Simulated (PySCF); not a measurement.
## Electronic structure of C5H11BOSi in real space

The calculation's input:

```
{"job": {"kind": "nmr", "xc": "PBE0", "basis": "pcSseg-1"}, "charge": 0, "multiplicity": 1}
C     -1.510861     2.112479    -0.606928
C     -0.658195     1.107966    -0.453267
O      0.638357     1.370535    -0.061641
B      1.459221     0.327542     0.148069
C      2.944795     0.607827     0.625029
C      0.845804    -1.137676    -0.083909
Si    -0.919440    -0.766457    -0.688253
C     -2.321229    -1.441215     0.399912
H     -1.228736     3.138926    -0.435758
H     -2.523561     1.922142    -0.911660
H      3.022217     0.471525     1.702657
H      3.659274    -0.074933     0.172340
H      3.259074     1.624867     0.407106
H      1.433254    -1.704957    -0.803517
H      0.867135    -1.724544     0.833973
H     -1.136811    -1.077268    -2.111402
H     -2.146453    -1.246262     1.454387
H     -3.269838    -0.986825     0.132196
H     -2.423812    -2.514422     0.273204
```

Run with:

```sh
OMP_NUM_THREADS=1 python probes_run.py task.json out
```

Geometry: GFN2-xTB.

Theory: PySCF 2.14.0, PBE0/pcSseg-1, SCF density, gas phase, non-relativistic.

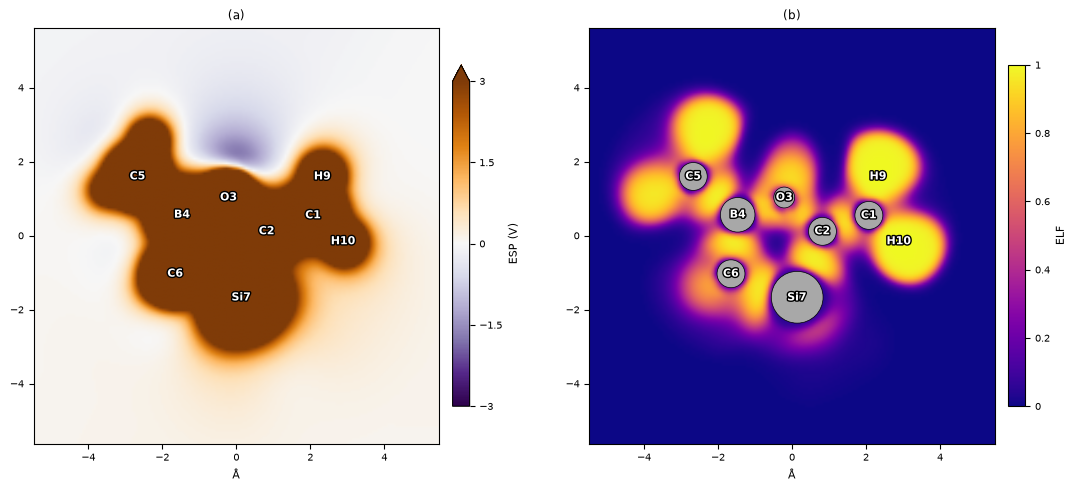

Figure 1. (a) electrostatic potential; (b) ELF on the plane of atoms C2, C1 and H10. Grey discs cover the atomic cores in the ELF map.

> What do the fields say about this system?

Atoms in the plane: C, O, B, Si and H. C–C (1.33 Å): the ELF peaks at about 0.95 between the atoms: a short, multiple covalent bond. B–O (1.34 Å): the ELF peaks at about 0.90 between the atoms: a short, strongly polar bond. C–O (1.38 Å): the ELF peaks at about 0.90 between the atoms (a shared but strongly polarised pair). C–B (1.59 Å): the ELF peaks at about 1 between the atoms (a covalent bond). C–Si (1.91 Å): the ELF peaks at about 1 between the atoms, as expected for a shared electron pair. The ELF also peaks beside O3, away from the bonds: lone-pair regions. Outside the dense part of the molecule the potential is most negative (−1.7 V) near O3.

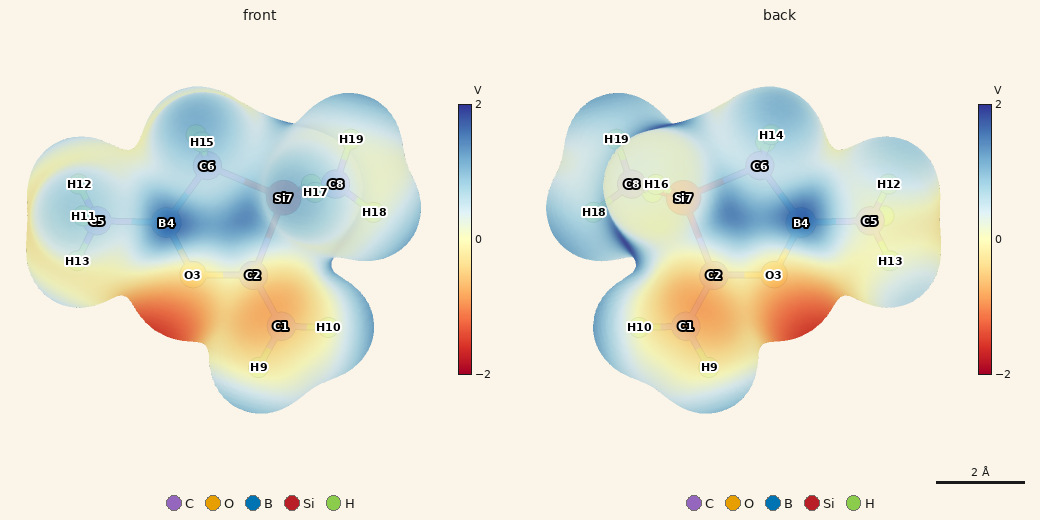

Figure 2. The molecular electrostatic potential painted on the density surface at 0.004 e/bohr³, seen from the front and from behind; the colour scale runs from red (negative) to blue (positive).

> Which sites attract a positive test charge, and which a negative one?

A positive charge is drawn to the negative regions and a negative charge to the positive ones. The most negative region (about −1.5 V, or −35 kcal/mol for a unit charge) lies over O3, the most positive (about +1.7 V, or +39 kcal/mol for a unit charge) over B4 and Si7. O3 is the likeliest acceptor of a hydrogen bond.
